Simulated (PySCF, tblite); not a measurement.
# CH₁₅NOSi₅: geometry, infrared bands and NMR shifts, part 2 of 2

tblite 0.8.0 and PySCF 2.14.0. Atoms count from 0.

**4. Nuclear shieldings: PBE0/pcSseg-1**

What the job is given:

```
{"job": {"kind": "nmr", "xc": "PBE0", "basis": "pcSseg-1"}, "charge": 0, "multiplicity": 1}
N      0.183080     1.852005    -1.952864
Si     1.214207     0.541542    -1.489198
O      0.255617    -0.755980    -1.237831
Si    -1.163400    -1.519040    -1.168142
C     -2.498442    -0.367044    -0.462029
Si    -2.092467     0.415001     1.214915
Si     2.387072     0.710250     0.494042
Si     2.159778    -1.061308     1.968884
H     -0.643450     2.027493    -1.403058
H      0.605742     2.727337    -2.214935
H      1.946398     0.242871    -2.725574
H     -1.520544    -1.947250    -2.522542
H     -0.901723    -2.651914    -0.279495
H     -3.427063    -0.930652    -0.372855
H     -2.697077     0.424996    -1.186017
H     -1.928524    -0.611163     2.246315
H     -0.870666     1.228822     1.139217
H     -3.197763     1.302063     1.606373
H      3.815824     0.938873     0.188578
H      2.041764     1.975077     1.186477
H      2.581899    -0.758151     3.342683
H      0.776842    -1.538377     2.073363
H      2.968144    -2.218466     1.563772
```

With the program's defaults for keys left out, this is: GIAO PBE0/pcSseg-1 NMR shielding, non-relativistic, gas phase.

The program printed:

```text
coarse grid: 20656 points
cycle   1  E = -1623.5877771043  dE =  3.583e-01  |g| = 8.848e-01  |ddm| = 4.291e+00
cycle   2  E = -1623.3684746243  dE =  2.193e-01  |g| = 1.372e+00  |ddm| = 2.028e+00
cycle   3  E = -1623.7319814039  dE = -3.635e-01  |g| = 1.328e-01  |ddm| = 1.474e+00
cycle   4  E = -1623.7347224857  dE = -2.741e-03  |g| = 6.296e-02  |ddm| = 1.550e-01
cycle   5  E = -1623.7355904207  dE = -8.679e-04  |g| = 1.254e-02  |ddm| = 6.804e-02
cycle   6  E = -1623.7356248073  dE = -3.439e-05  |g| = 3.081e-03  |ddm| = 1.758e-02
cycle   7  E = -1623.7356268848  dE = -2.077e-06  |g| = 9.431e-04  |ddm| = 3.707e-03
final grid: 173624 points
cycle   8  E = -1623.7859710871  dE = -2.360e-05  |g| = 1.002e-02  |ddm| = 3.043e-02
cycle   9  E = -1623.7859449829  dE =  2.610e-05  |g| = 1.518e-02  |ddm| = 1.919e-02
cycle  10  E = -1623.7859908656  dE = -4.588e-05  |g| = 1.025e-03  |ddm| = 1.200e-02
cycle  11  E = -1623.7859910663  dE = -2.007e-07  |g| = 3.072e-04  |ddm| = 1.258e-03
cycle  12  E = -1623.7859910877  dE = -2.142e-08  |g| = 5.870e-05  |ddm| = 3.343e-04
cycle  13  E = -1623.7859910884  dE = -7.526e-10  |g| = 1.975e-05  |ddm| = 8.698e-05
converged SCF energy = -1623.7859910884

GIAO shielding tensors (ppm)
atom      isotropic    diamagn.    paramagn.     s11        s22        s33       span
  0 N      234.263     321.771     -87.507    196.501    241.799    264.491     67.990
  1 Si     359.441     880.732    -521.291    331.601    363.871    382.853     51.252
  2 O      281.513     403.524    -122.011    210.171    282.487    351.880    141.710
  3 Si     372.869     881.423    -508.554    330.280    369.422    418.906     88.626
  4 C      191.418     260.919     -69.501    175.178    193.564    205.514     30.336
  5 Si     423.812     882.361    -458.550    401.203    406.306    463.927     62.724
  6 Si     479.672     883.216    -403.545    458.422    477.482    503.111     44.689
  7 Si     465.504     881.209    -415.705    453.076    464.411    479.023     25.948
  8 H       31.241      36.150      -4.910     23.980     29.549     40.193     16.213
  9 H       31.541      30.448       1.093     24.685     26.746     43.192     18.507
 10 H       25.953      28.546      -2.593     22.671     23.296     31.892      9.220
 11 H       26.220      28.893      -2.673     22.194     24.362     32.106      9.912
 12 H       26.545      30.954      -4.410     23.079     25.330     31.225      8.146
 13 H       32.093      29.599       2.494     26.735     28.471     41.071     14.335
 14 H       31.487      33.299      -1.812     27.674     28.952     37.834     10.160
 15 H       27.570      31.257      -3.688     24.333     26.022     32.354      8.021
 16 H       27.759      34.262      -6.502     24.141     27.154     31.983      7.842
 17 H       27.506      30.144      -2.639     23.834     25.069     33.613      9.779
 18 H       28.445      29.974      -1.529     24.861     25.942     34.532      9.671
 19 H       28.359      31.672      -3.313     25.346     26.508     33.222      7.877
 20 H       28.141      29.246      -1.105     24.741     25.266     34.416      9.674
 21 H       28.101      31.821      -3.720     23.820     27.593     32.892      9.072
 22 H       28.188      29.540      -1.352     25.067     25.466     34.031      8.964
```

It took 3.4 min on 1 thread of Intel Xeon at 2.50GHz, shared host; peak memory 1.2 GiB.

The references, computed at this level on geometries of the same kind, shield at (ppm): ¹H TMS 31.72, ¹³C TMS 186.9, ²⁹Si TMS 349.2, ¹⁵N NH3 267.7, ¹⁷O H2O 336.1. Their shielding less the atom's gives the shift. The references are single molecules in the gas phase, so shifts against H2O, NH3, PH3, H3PO4 or CFCl3 are not on the usual liquid scales and can be off by tens of ppm. Atoms listed in one row are averaged.

```
        atoms                               environment  σ (ppm)  δ (ppm)  δ scaled to CDCl3
           C4                    sp3 CH2 bonded to 2 Si    191.4     -4.5               -6.3
          H10  hydrogen on a silicon bonded to N, O, Si    25.95     5.76                  –
          H11      hydrogen on a silicon bonded to C, O    26.22     5.50                  –
          H12      hydrogen on a silicon bonded to C, O    26.54     5.17                  –
H15, H16, H17         hydrogen on a silicon bonded to C    27.61     4.11                  –
H20, H21, H22        hydrogen on a silicon bonded to Si    28.14     3.57                  –
          H19      hydrogen on a silicon bonded to 2 Si    28.36     3.36                  –
          H18      hydrogen on a silicon bonded to 2 Si    28.45     3.27                  –
       H8, H9       hydrogen on a nitrogen bonded to Si    31.39     0.33                  –
          H14     hydrogen on an sp3 CH2 bonded to 2 Si    31.49     0.23               0.32
          H13     hydrogen on an sp3 CH2 bonded to 2 Si    32.09    -0.38              -0.25
           N0                nitrogen bonded to Si, 2 H    234.3     33.5                  –
          Si1             silicon bonded to N, O, Si, H    359.4    -10.3                  –
          Si3               silicon bonded to C, O, 2 H    372.9    -23.7                  –
          Si5                  silicon bonded to C, 3 H    423.8    -74.7                  –
          Si7                 silicon bonded to Si, 3 H    465.5   -116.3                  –
          Si6               silicon bonded to 2 Si, 2 H    479.7   -130.5                  –
           O2                     oxygen bonded to 2 Si    281.5     54.6                  –
```

The scaled column applies a straight-line fit of computed shieldings to shifts measured in CDCl3 (root-mean-square error 0.16 ppm for H, 1.9 ppm for C).

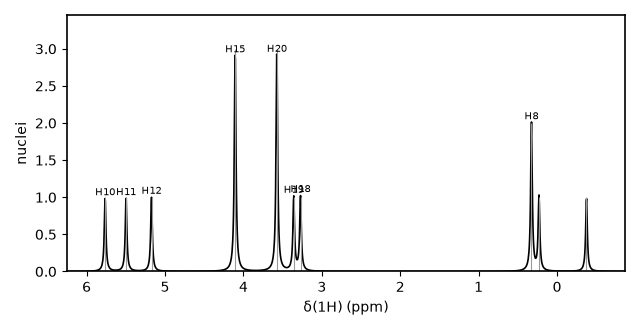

¹H lines at the computed shifts, without couplings. Lines are broadened to a width of 0.02 ppm (Lorentzian).

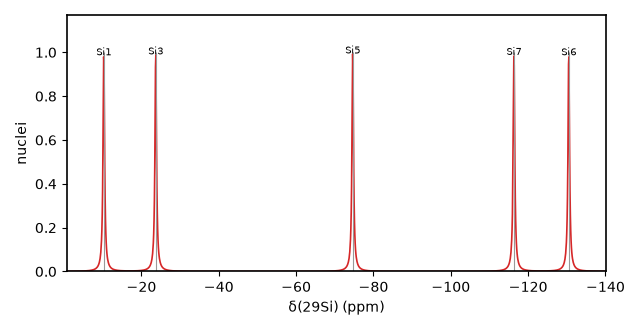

²⁹Si lines at the computed shifts, without couplings. Lines are broadened to a width of 0.48 ppm (Lorentzian).

Charges from the same density, by scheme (e):

```
atoms  Mulliken    IAO  Hirshfeld  ESP fit
   N0     -0.64  -0.84      -0.32    -0.94
  Si1      0.89   1.02       0.37     0.69
   O2     -0.75  -0.89      -0.30    -0.47
  Si3      0.90   1.02       0.40     0.64
   C4     -0.89  -0.85      -0.25    -0.57
  Si5      0.45   0.60       0.31     0.50
  Si6     -0.17   0.05       0.12    -0.04
  Si7      0.24   0.31       0.21     0.27
```

Hirshfeld charges:

N0 -0.32; Si1 0.37; O2 -0.30; Si3 0.40; C4 -0.25; Si5 0.31; Si6 0.12; Si7 0.21; H8 0.11; H9 0.12; H10 -0.09; H11 -0.08; H12 -0.09; H13 0.05; H14 0.04; H15 -0.07; H16 -0.08; H17 -0.08; H18 -0.08; H19 -0.08; H20 -0.07; H21 -0.07; H22 -0.07

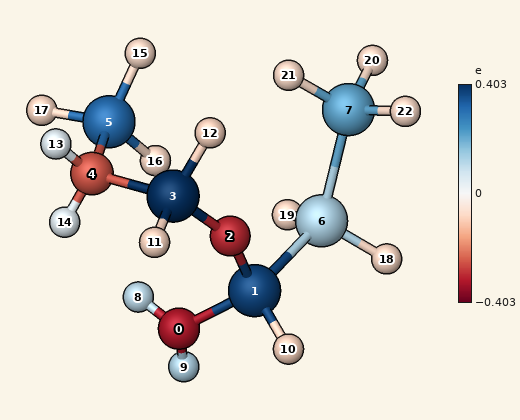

Hirshfeld charges, as colours on the atoms.

Mayer bond orders: N0–Si1 1.00, Si1–O2 0.90, O2–Si3 0.91, Si3–C4 0.89, C4–Si5 0.92, Si1–Si6 0.82, Si6–Si7 0.89.

Orbitals, density, ELF and potential are computed afterwards from the orbital file.

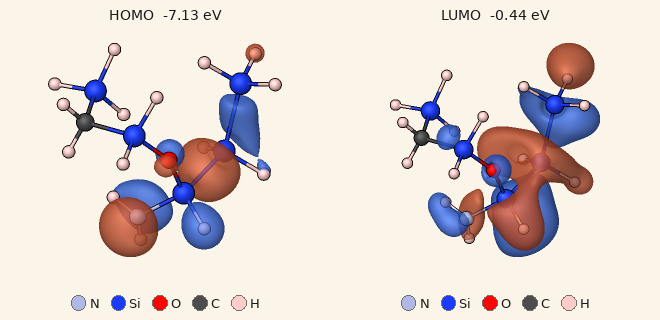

PBE0/pcSseg-1 orbitals near the gap, drawn at the value that encloses 70 % of each; the two colours are the two signs.

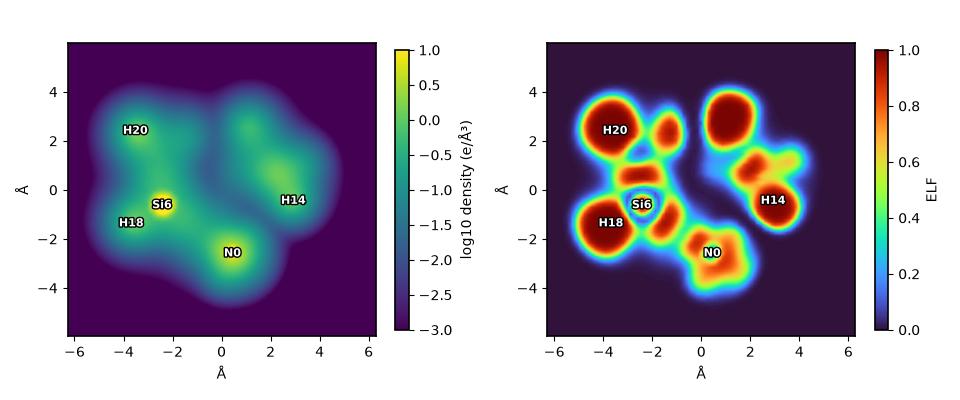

Density (left) and ELF (right) in a plane through or near 5 of the atoms.

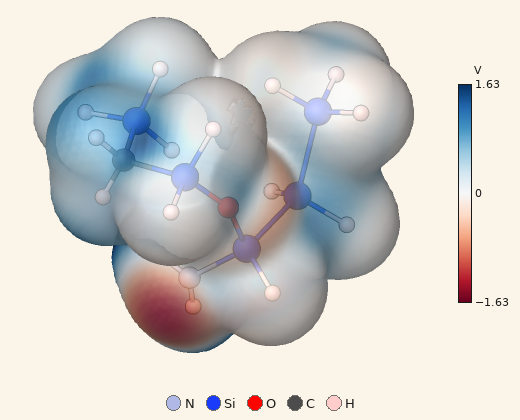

The potential that a unit positive charge feels on the 0.002 e/bohr³ surface, from the 1st to the 99th percentile, from -1.04 V near N0 to 1.63 V near H9.

**5. What came out**

The summary covers parts 1 to 2.

```
                                                              quantity                                                            value
                             strongest single infrared mode (GFN2-xTB)                                            2200 cm⁻¹, 643 km/mol
                                          zero-point energy (GFN2-xTB)                                                    91.2 kcal/mol
                                ¹³C shifts against TMS (PBE0/pcSseg-1)                                                         -4.5 ppm
¹H shifts against TMS (PBE0/pcSseg-1, means over atoms taken as alike)  5.76, 5.50, 5.17, 4.11, 3.57, 3.36, 3.27, 0.33, 0.23, -0.38 ppm
                                ¹⁵N shifts against NH3 (PBE0/pcSseg-1)                                                         33.5 ppm
                               ²⁹Si shifts against TMS (PBE0/pcSseg-1)                          -10.3, -23.7, -74.7, -116.3, -130.5 ppm
                                ¹⁷O shifts against H2O (PBE0/pcSseg-1)                                                         54.6 ppm
                                 surface potential, 1st and 99th percentile                                               -1.04 V and 1.63 V
```

In words: The optimisation took 281 steps and gained 1.316 eV; among the close pairs (by a distance rule), O2–Si3 changed most, from 1.725 to 1.613 Å. The lowest mode is imaginary (31i cm⁻¹), so the xTB geometry is not a minimum. The strongest single mode, at 2200 cm⁻¹, moves mainly H16. GFN2-xTB is a fitted tight-binding method: band positions and strengths are rough. Its intensities can rank the bands wrongly. At PBE0/pcSseg-1: The largest span, 142 ppm, is at O2, where the paramagnetic term is -122 ppm. At PBE0/pcSseg-1, counted by nearest atom on the grid, the HOMO lies on N0 39 %; Si6 17 %, the LUMO on Si1, Si6 about 17 % each; Si7 10 %.
